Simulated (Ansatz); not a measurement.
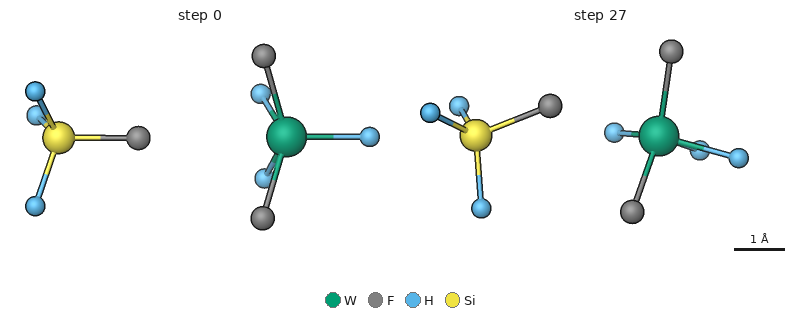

The structure of WSiH6F3 (multiplicity 2) before (left) and after (right) a relaxation, at one scale.

A ball-and-stick model, seen face on.

The run prepares an end point of a later path (reaction) calculation, from a guessed geometry.

All numbers below come from UKS PBE/def2-SVP (Ansatz). Set-up: collinear spin; force threshold 0.03 eV/Å; at most 50 steps.

Summarise the run.

Answer. An H atom moves most after the best rigid fit: 1.24 Å. By element the largest moves are H 1.24 Å, F 0.81 Å, W 0.57 Å, Si 0.36 Å. Among the contacts that change: F–W 3.049 → 2.469 Å, F–Si 1.625 → 1.681 Å, H–W 1.714 → 1.688 Å, H–W 1.696 → 1.705 Å. Bond angles that change, for instance: H–W–H 97.9° → 59.5°, H–W–F 79.2° → 114.9°, F–W–H 78.6° → 110.4°. After 24 accepted moves (27 points after the start) the energy has fallen by 16.2 kcal/mol. The largest force component goes from 1.1 to 0.018 eV/Å. The line search rejected the trial steps at points 2, 21, 26 of the run. The forces were under the threshold at step 20, but the run went on from there.

Limits of the set-up: the start holds two separate molecules, 3.0 Å apart at their closest, whose relative position is a soft coordinate and is computed without a dispersion correction.
